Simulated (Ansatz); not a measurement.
Cu: Cu → Ag

The reference is Cu in the fcc (Cu type) structure (space group Fm-3m, No. 225; a = 3.5768 Å).

It is then changed as follows: every Cu is replaced by Ag; the structure is relaxed again.

Computed with DFT with r2SCAN, PAW potentials and a 500 eV plane-wave cutoff in Ansatz (an electronic-structure program), no SOC. Settings: 19×19×19 k-points, 0.05 eV Fermi–Dirac smearing, for the changed cell.

The density grows by 1.132 g/cm³ (9.22 g/cm³ → 10.36 g/cm³) and the lattice parameter a goes up by 0.528 Å to 4.105 Å. The space group stays Fm-3m (No. 225) and the shortest interatomic distance rises by 0.374 Å (2.529 Å → 2.903 Å). The band gap stays zero.

Final structure:

```yaml
crystal:
  lattice:
    - [0.00000, 2.05259, 2.05259]
    - [2.05259, 0.00000, 2.05259]
    - [2.05259, 2.05259, 0.00000]
  atoms:
    - { symbol: Ag, position: [0.00000, 0.00000, 0.00000] }
```

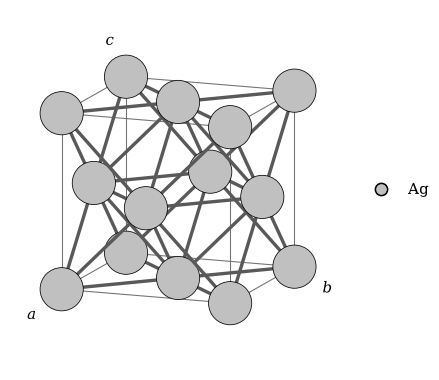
Fig. 1. The relaxed conventional cell after the change

Cost of the whole job for the changed cell (relaxation, final SCF and bands): around 50 core-seconds (rough).

Stability against distortions was not tested. The final runs are not spin-polarised.
